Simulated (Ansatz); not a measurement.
HfN: space group Fm-3m (No. 225), a = 4.518 Å, b = 4.518 Å, c = 4.518 Å, α = 90.00°, β = 90.00°, γ = 90.00°. Source: a calculation's input that goes back to an entry of the Crystallography Open Database (an earlier step may have relaxed or displaced it). Forms under 0.4 % of the area are left out.

Q: Which faces does the BFDH rule predict for this crystal?

A: The forms computed, by share of the surface:

```tsv
form	faces	d (Å)	share of area (%)
{111}	8	2.608	77.6
{200}	6	2.259	22.4
```

The crystal is roughly equant (blocky). Widths along a, b and c stand as 1.00 : 1.00 : 1.00.

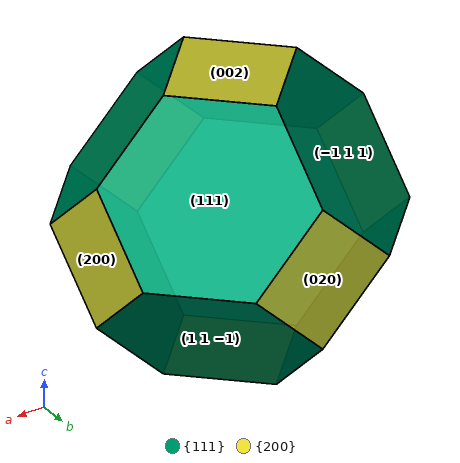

The computed shape, faces indexed. The rule is geometric and ignores bonding and growth conditions.
